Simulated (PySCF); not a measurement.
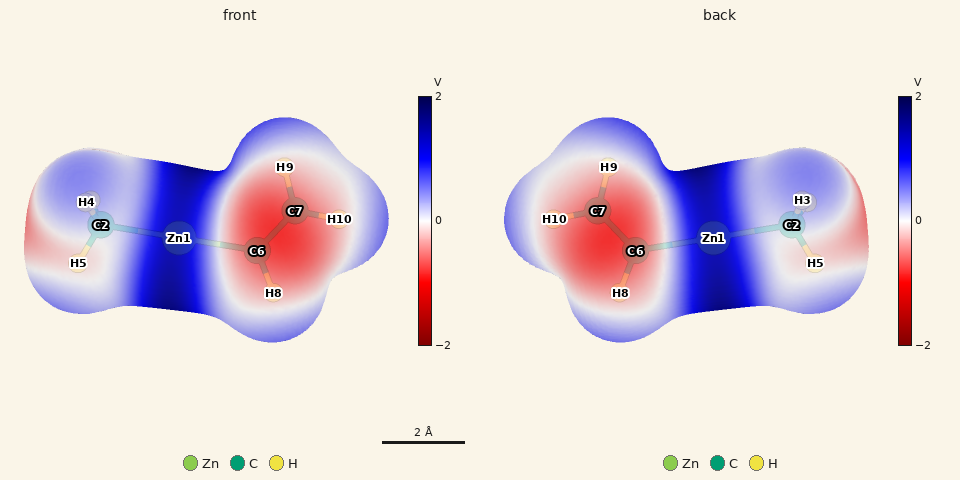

The picture shows: C3H6Zn (SMILES C=[CH][Zn][CH3]). The molecular electrostatic potential painted on the density surface at 0.002 e/bohr³, seen from the front and from behind; the colour scale runs from red (negative) to blue (positive).

Geometry: PBE0-D3(BJ)/def2-SVP.

These are results of PBE0/def2-SVPD, SCF density, gas phase (PySCF), not measurements.

```xyz
10

Zn   -0.0717   -0.3363    0.4217
C    -0.0581   -0.3186    2.3642
H    -0.7257    0.4626    2.7631
H     0.9520   -0.1238    2.7593
H    -0.3952   -1.2833    2.7774
C    -0.0826   -0.3413   -1.5164
C     0.1974    0.7277   -2.2757
H    -0.3348   -1.2618   -2.0649
H     0.4630    1.7042   -1.8506
H     0.1804    0.6937   -3.3737
```

Which sites attract a positive test charge, and which a negative one?

A positive charge is drawn to the negative regions and a negative charge to the positive ones. The most negative region (about −0.8 V, or −18 kcal/mol for a unit charge) lies over the π face of C6 and C7, the most positive (about +1.7 V, or +39 kcal/mol for a unit charge) over Zn1.

How polar is the molecule by this calculation?

Its dipole moment is 0.14 D.
